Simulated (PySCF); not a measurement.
SMILES CC[CH2][Ga]([F])[F] (C3H7F2Ga), singlet, B3LYP/def2-SVP optimised geometry. Atoms within 1.6 Å of the plane z = 0.0 Å (x, y, z in Å): Ga1 (-1.78, 0.46, 0.00), F2 (-2.79, 1.89, 0.00), F3 (-2.76, -1.00, 0.00), C4 (0.18, 0.46, 0.00), C5 (0.83, -0.94, 0.03), C6 (2.36, -0.88, 0.02), H7 (0.49, 1.06, 0.87), H8 (0.49, 1.03, -0.89), H9 (0.48, -1.49, 0.92), H10 (0.48, -1.52, -0.84), H11 (2.74, -0.37, -0.88), H12 (2.79, -1.89, 0.04), H13 (2.74, -0.33, 0.90).

Method: B3LYP/def2-TZVP run with PySCF. Cells within 0.4 Å of a nucleus heavier than hydrogen are left out (blank, or x).

Map of the electron localisation function on the plane z = 0.0 Å:

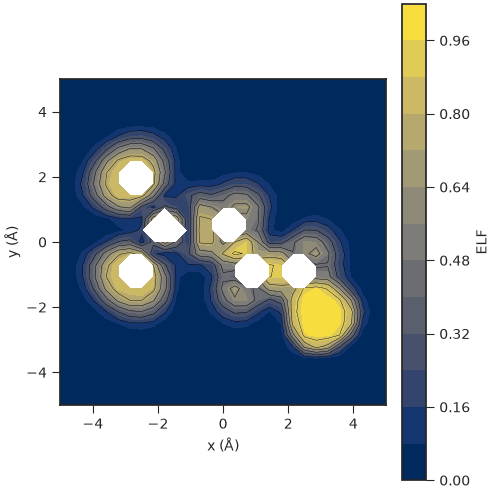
Figure. Electron localisation function on the plane z = 0.0 Å.
